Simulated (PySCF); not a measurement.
System: SbS (charge −1, triplet).

```xyz
2

Sb    0.0000    0.0000   -0.4904
S     0.0000    0.0000    1.8546
```

Core potentials replace the inner electrons of Sb.

These are results of PBE0/def2-SVPD, non-relativistic Hamiltonian with scalar-relativistic core potentials where named, at a bond length of 2.345 Å in PySCF 2.14.0, not measurements.

What will maps of the electron density, electron localisation function and spin density show?

Sb–S (2.34 Å): ρ at the midpoint is about 0.61 e/Å³; the ELF peaks at about 0.80 in the valence shell of S, 0.9 Å from its nucleus, and drops to about 0.20 between the two atoms.
The unpaired spin (2 electrons) lies mostly on Sb1 (about 1.6) and S2 (about 0.4), in electrons by Hirshfeld's partition.

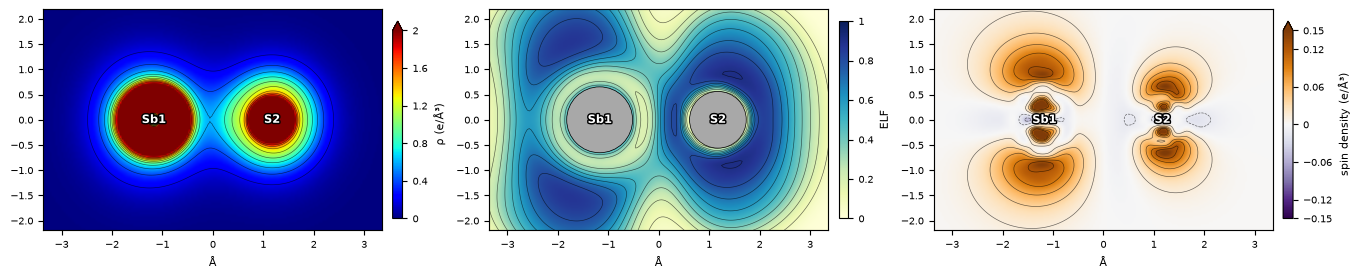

Computed electron density, electron localisation function and spin density on a plane that holds the molecular axis, in this order. Grey discs cover the atomic cores in the ELF map. 
